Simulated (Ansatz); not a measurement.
The calculation's input:

```
crystal:
  periodic: [false, false, false]
  atoms:
    - {symbol: C, position_ang: [1.135840, -1.833795, 0.939430]}
    - {symbol: S, position_ang: [0.088059, -1.120967, -0.377026]}
    - {symbol: S, position_ang: [2.652492, -1.575516, 1.441610]}
    - {symbol: Si, position_ang: [-0.536289, -2.686421, 1.003342]}
basis:
  gaussian: {orbitals: def2-TZVPD}
hamiltonian: {xc: pbe0}
output: {forces: true, orbitals: {seedname: orbitals}}
```

Run with:

```sh
ansatz run input.yaml --threads 1 --pin off --max-ram 2610MiB --events-out events.jsonl --progress --plain --runs-dir runs
```

Geometry: PBE-D3(BJ)/def2-SVP.

Computed with isolated molecule in a Gaussian basis; Kohn-Sham density functional theory, functional PBE0 in Ansatz.

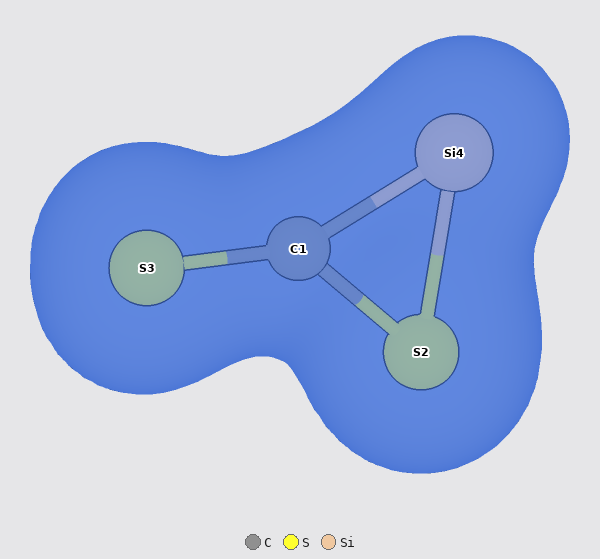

CS2Si. Isosurface of the total electron density at 0.2 e/Å³ (blue), seen at a tilt.

> What does this surface tell about the bonding?

At this value the surface is in one piece. It bridges the sampled C–S (1.62 Å), C–Si (1.88 Å), Si–S (2.18 Å) and C–S (1.83 Å) contacts, where the density stays above the isovalue. On the grid the lowest density along these lines, outside the cores, is 1.6 e/Å³ (C–S, 1.62 Å), 0.75 e/Å³ (C–Si, 1.88 Å), 0.57 e/Å³ (Si–S, 2.18 Å) and 1.1 e/Å³ (C–S, 1.83 Å).
